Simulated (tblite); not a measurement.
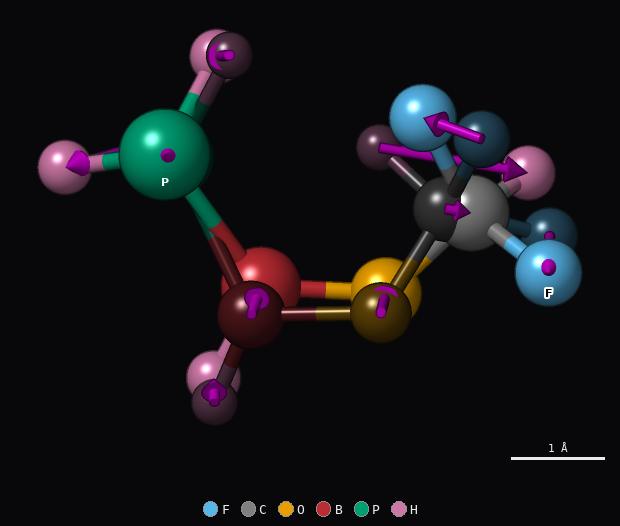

A relaxation of CH4BF2OP. The starting structure is drawn faded, the final one solid; purple arrows show the displacements, at their true length. The two geometries are superimposed by the best rigid fit.

The picture is a ball-and-stick view, seen at a tilt.

Computed with tblite 0.8.0, GFN2-xTB geometry optimisation, gas phase. 

What happened in the run?

Over 111 geometry steps the energy falls by 37.3 kcal/mol. The atom that moves furthest after the best rigid fit is an H atom (1.69 Å). Largest moves by element: H 1.69 Å, F 1.58 Å, O 0.95 Å, P 0.64 Å, B 0.59 Å, C 0.29 Å. Among the contacts that change: B–O 1.451 → 1.346 Å, H–P 1.465 → 1.381 Å, H–P 1.432 → 1.380 Å, C–F 1.386 → 1.349 Å. Among the angles between lasting bonds that change: H–P–H 113.5° → 94.7°, C–O–B 114.9° → 130.2°, B–P–H 113.6° → 99.5°. Groups turn about C–O by about 110°. The run took 0.49 s on 1 thread of Arm Neoverse V1, on a shared host.
